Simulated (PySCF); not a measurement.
# BiCl3: structure and properties

What shape and bonds does BiCl3 have? It is relaxed from a template within its point group. The structure is generated, not taken from experiment.

Program: PySCF 2.14.0. Level of theory: r2SCAN, Bi def2-SVP with ECP60, Cl def2-SVP; scalar-relativistic core potentials, no spin–orbit coupling. These are calculated values, not measurements.

4 further runs of the same task are left out: 2 for a known fault of the program, 1 that didn't finish, 1 set aside as unsound or not needed.

### Step 1. Where the work starts

4 atoms, charge 0, spin multiplicity 1.

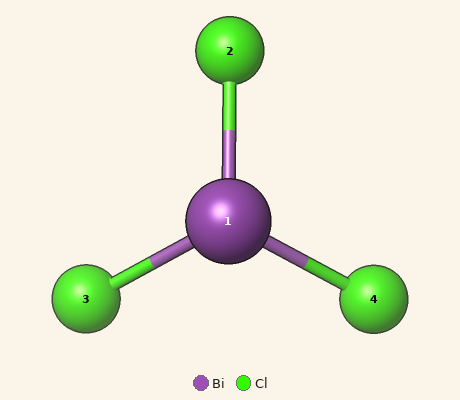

As it starts; bismuth purple, chlorine green; atoms are numbered from 1 in the order of the file.

Coordinates:

```xyz
4
charge 0, multiplicity 1
Bi    0.00000    0.00000    0.00000
Cl    2.32450    0.00000   -0.84640
Cl   -1.16220    2.01310   -0.84640
Cl   -1.16220   -2.01310   -0.84640
```

Formal oxidation states: Bi +3.

### Step 2. SCF at the start, singlet

Input file run.py (the lines that set the calculation):

```python
mol = gto.M(atom='''
Bi     0.00000     0.00000     0.00000
Cl     2.32450     0.00000    -0.84640
Cl    -1.16220     2.01310    -0.84640
Cl    -1.16220    -2.01310    -0.84640''',
    basis={'Bi': 'def2-SVP', 'Cl': 'def2-SVP'},
    ecp={'Bi': 'def2-SVP'},
    charge=0, spin=0)
mf = dft.RKS(mol, xc='R2SCAN')
mf.grids.atom_grid = (50, 194)
mf = mf.density_fit()  # fitting sets: Bi def2-universal-JKFIT, Cl def2-universal-JKFIT
mf.conv_tol = 1e-08; mf.max_cycle = 55
mf.kernel(dm0)  # dm0: free metal ions and neutral atoms
```

Command:

```bash
$ OMP_NUM_THREADS=2 python run.py
```

The log of the run:

```text
init E= -1611.45331799042
  HOMO = -0.233338488849539  LUMO = -0.118758720300376  gap/eV = 3.11787
cycle= 1 E= -1594.69836044455  delta_E= 16.8  |g|= 1.08  |ddm|= 2.75
  HOMO = -0.316196593692062  LUMO = -0.102077888140151  gap/eV = 5.82647
cycle= 2 E= -1594.4440500036  delta_E= 0.254  |g|= 1.19  |ddm|= 2.82
  HOMO = -0.278012654016363  LUMO = -0.158804063236921  gap/eV = 3.24383
cycle= 3 E= -1594.89547887488  delta_E= -0.451  |g|= 0.318  |ddm|= 2.17
  HOMO = -0.271439076173217  LUMO = -0.134858470770276  gap/eV = 3.71655
cycle= 4 E= -1594.92969149616  delta_E= -0.0342  |g|= 0.0543  |ddm|= 0.527
  HOMO = -0.278627298152289  LUMO = -0.145158095743305  gap/eV = 3.63188
cycle= 5 E= -1594.93056487157  delta_E= -0.000873  |g|= 0.0124  |ddm|=  0.1
  HOMO = -0.277964713676699  LUMO = -0.144176853160978  gap/eV = 3.64055
cycle= 6 E= -1594.93061009981  delta_E= -4.52e-05  |g|= 0.00294  |ddm|= 0.0239
  HOMO = -0.277819639893558  LUMO = -0.144029187771984  gap/eV = 3.64062
cycle= 7 E= -1594.93061311715  delta_E= -3.02e-06  |g|= 0.000459  |ddm|= 0.00484
  HOMO = -0.277829749041911  LUMO = -0.144013512533057  gap/eV = 3.64133
cycle= 8 E= -1594.93061317352  delta_E= -5.64e-08  |g|= 0.000245  |ddm|= 0.001
  HOMO = -0.277832621597668  LUMO = -0.144014266971851  gap/eV = 3.64138
cycle= 9 E= -1594.93061319515  delta_E= -2.16e-08  |g|= 5.88e-05  |ddm|= 0.000469
  HOMO = -0.277833979392442  LUMO = -0.144017148436603  gap/eV = 3.64134
cycle= 10 E= -1594.93061319638  delta_E= -1.23e-09  |g|= 9.33e-06  |ddm|= 9.34e-05
  HOMO = -0.277834008001434  LUMO = -0.144018735332196  gap/eV = 3.64130
Extra cycle  E= -1594.93061319628  delta_E= 9.96e-11  |g|= 1.94e-05  |ddm|= 4.13e-05
converged SCF energy = -1594.93061319628
```

It took 3 s on 2 threads of Intel Xeon at 2.60GHz (Ice Lake), shared host; peak memory 0.34 GiB.

Result: E = -1594.930613 Eh, HOMO -7.56 eV, LUMO -3.92 eV, Mulliken charge on Bi1 +0.96 e. 

### Step 3. Relaxation, singlet

Steps are kept in the start's point group, C3v.

Input file run.py (the lines that set the calculation):

```python
mol = gto.M(atom='''
Bi     0.00000     0.00000     0.28288
Cl     2.32450    -0.00003    -0.56352
Cl    -1.16223     2.01309    -0.56352
Cl    -1.16227    -2.01306    -0.56352''',
    basis={'Bi': 'def2-SVP', 'Cl': 'def2-SVP'},
    ecp={'Bi': 'def2-SVP'},
    charge=0, spin=0)
mf = dft.RKS(mol, xc='R2SCAN')
mf.grids.atom_grid = (50, 194)
mf = mf.density_fit()  # fitting sets: Bi def2-universal-JKFIT, Cl def2-universal-JKFIT
mf.conv_tol = 1e-08; mf.max_cycle = 55
mf.kernel(dm0)  # dm0: an SCF of this state at this start
# quasi-Newton relaxation in Cartesian coordinates to a largest gradient under 0.00045 Eh/bohr, steps kept in the point group
```

Command:

```bash
$ OMP_NUM_THREADS=2 python run.py
```

No log is kept here; the results follow.

Wall time 13 s (2 threads of Intel Xeon at 2.60GHz (Ice Lake), shared host).

Step by step:

```csv
step,energy from step 1 (eV),largest force component (eV/Å)
1,0.0000,1.2212
2,-0.1789,0.5900
3,-0.2163,0.2498
4,-0.2260,0.0111
5,-0.2262,0.0059
6,-0.2262,0.0005
```

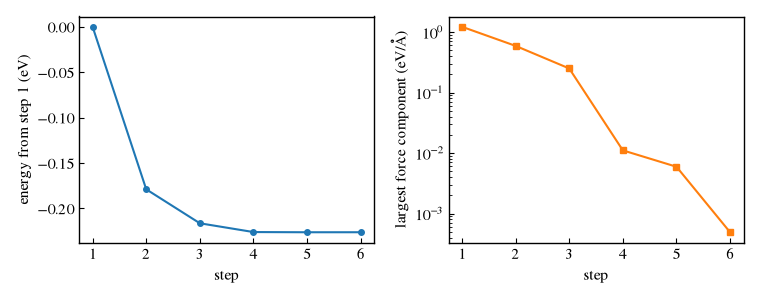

Energy and largest force along the relaxation.

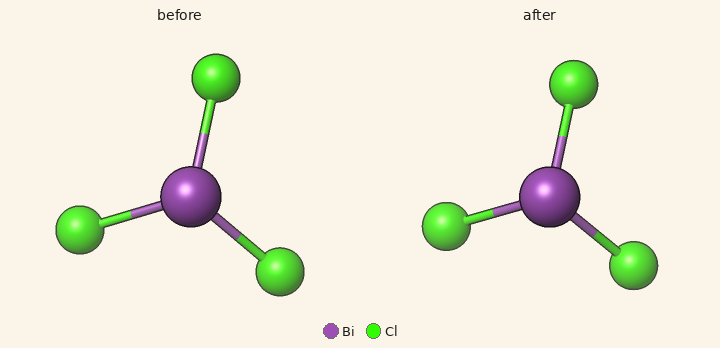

The geometry before (left) and after (right).

Close pairs (by a distance rule), those that changed most:

```csv
bond,before (Å),after (Å),change (Å)
Bi1–Cl4,2.474,2.470,-0.004
Bi1–Cl3,2.474,2.470,-0.004
Bi1–Cl2,2.474,2.470,-0.004
```

It ends in C3v at E = -1594.938925 Eh.

```csv
atom,x (Å),y (Å),z (Å)
Bi1,0.0000,0.0000,0.5263
Cl2,2.1745,0.0000,-0.6447
Cl3,-1.0873,1.8832,-0.6447
Cl4,-1.0873,-1.8832,-0.6447
```

### Step 4. Charges, bond orders and levels

Input file run.py (the lines that set the calculation):

```python
mol = gto.M(atom='''
Bi     0.00000     0.00000     0.52631
Cl     2.17455    -0.00002    -0.64466
Cl    -1.08725     1.88323    -0.64466
Cl    -1.08730    -1.88320    -0.64466''',
    basis={'Bi': 'def2-SVP', 'Cl': 'def2-SVP'},
    ecp={'Bi': 'def2-SVP'},
    charge=0, spin=0)
mf = dft.RKS(mol, xc='R2SCAN')
mf.grids.atom_grid = (75, 302)
mf = mf.density_fit()  # fitting sets: Bi def2-universal-JKFIT, Cl def2-universal-JKFIT
mf.conv_tol = 1e-09; mf.max_cycle = 55
mf.kernel(dm0)  # dm0: the density of the relaxed state
```

Command:

```bash
$ OMP_NUM_THREADS=2 python run.py
```

The log of the run:

```text
init E= -1594.9403098368
  HOMO = -0.285256433997713  LUMO = -0.111309361715702  gap/eV = 4.73334
cycle= 1 E= -1594.9403104187  delta_E= -5.82e-07  |g|= 0.00222  |ddm|= 0.00666
  HOMO = -0.284938241980619  LUMO = -0.111327509602722  gap/eV = 4.72419
cycle= 2 E= -1594.94030660439  delta_E= 3.81e-06  |g|= 0.00394  |ddm|= 0.00824
  HOMO = -0.2850819150095  LUMO = -0.111224990574039  gap/eV = 4.73089
cycle= 3 E= -1594.94031185733  delta_E= -5.25e-06  |g|= 0.00038  |ddm|= 0.00582
  HOMO = -0.285108963441907  LUMO = -0.111270507410766  gap/eV = 4.73039
cycle= 4 E= -1594.94031190247  delta_E= -4.51e-08  |g|= 4.04e-05  |ddm|= 0.000551
  HOMO = -0.285107071701418  LUMO = -0.111268659159326  gap/eV = 4.73038
cycle= 5 E= -1594.940311903  delta_E= -5.29e-10  |g|= 1.03e-05  |ddm|= 7.46e-05
  HOMO = -0.285106290093337  LUMO = -0.111268393314034  gap/eV = 4.73037
Extra cycle  E= -1594.94031190291  delta_E= 8.64e-11  |g|= 1.8e-05  |ddm|= 4.42e-05
converged SCF energy = -1594.94031190291
```

Run time: 14 s. Hardware: 2 threads of Intel Xeon at 2.60GHz (Ice Lake), shared host.

Read off: E = -1594.940312 Eh, HOMO -7.76 eV, LUMO -3.03 eV, Mulliken charge on Bi1 +0.95 e, largest force component 0.021 eV/Å. 

Löwdin charges:

```csv
atom,value (e)
Bi1,0.51
Cl2,-0.17
Cl3,-0.17
Cl4,-0.17
```

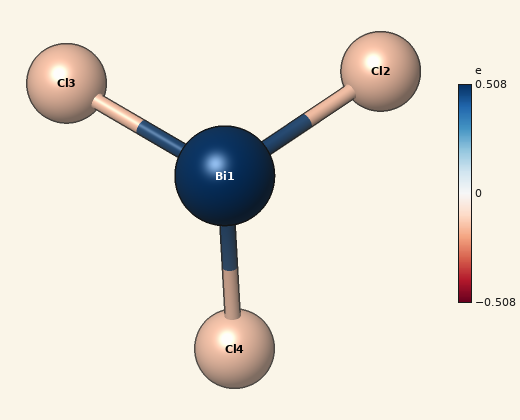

Löwdin charges, as colours on the atoms.

Mulliken charges: Bi1 +0.95, Cl2 -0.32, Cl3 -0.32, Cl4 -0.32 e.

Contacts (the nearest donor of each ligand) and Mayer bond orders:

```csv
contact,distance (Å),bond order
Bi1–Cl2 (Cl),2.470,0.99
Bi1–Cl3 (Cl),2.470,0.99
Bi1–Cl4 (Cl),2.470,0.99
```

Mulliken populations of Bi1 outside the core potential: s 3.89, p 7.94, d 10.22.

Orbitals, density, ELF and potential are computed afterwards from the orbital file.

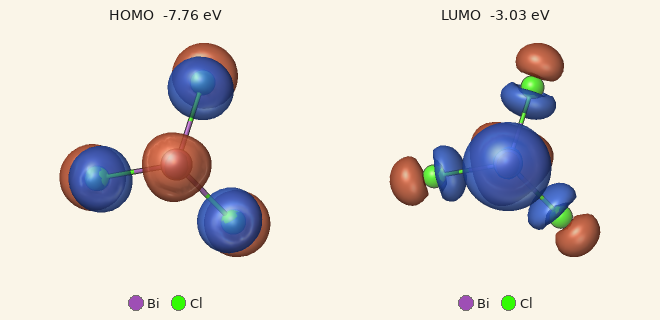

r2SCAN orbitals near the gap, drawn at the value that encloses 70 % of each; the two colours are the two signs.

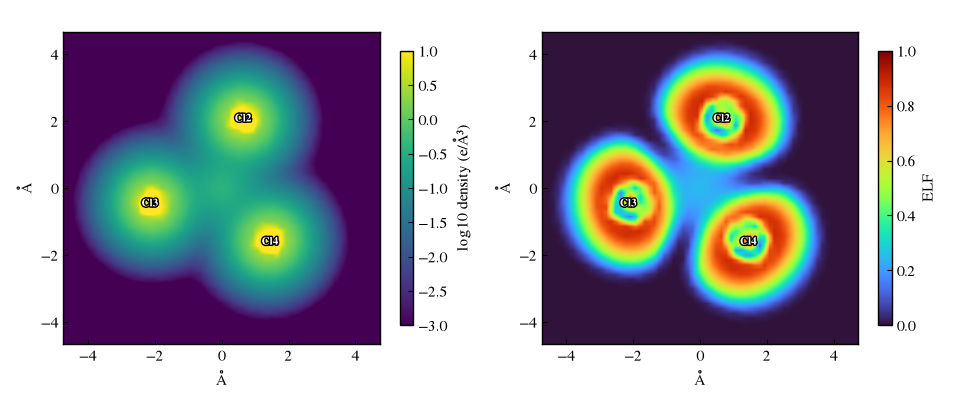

Density (left) and ELF (right) in a plane through or near 3 of the atoms.

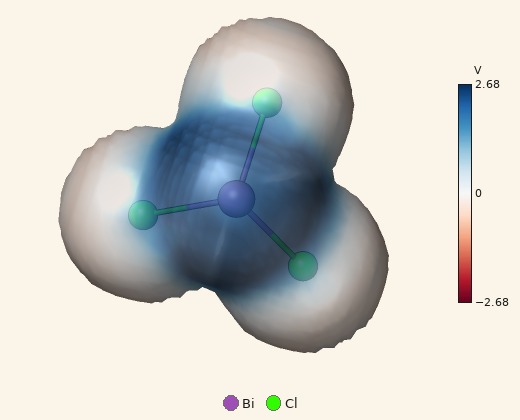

The potential that a unit positive charge feels on the 0.002 e/bohr³ surface, from -0.73 V near Cl2 to 2.68 V near Bi1.

### Step 5. Outcome

```
             quantity                         value
state and point group                  singlet, C3v
metal–ligand contacts                        2.47 Å
      frontier levels  HOMO -7.76 eV, LUMO -3.03 eV
               dipole                        4.08 D
  mean polarisability                        9.8 Å³
```

**Reading.** The metal carries +0.51 e by Löwdin's partition against a formal +3, and bond orders to the nearest donors reach 0.99. Both measures hang on the basis. No vibrations are shown for the final structure, so this session doesn't show it to be a minimum. One start shape was tried, so another isomer may lie lower. The bases are small and lack diffuse functions. Spin–orbit coupling is left out.
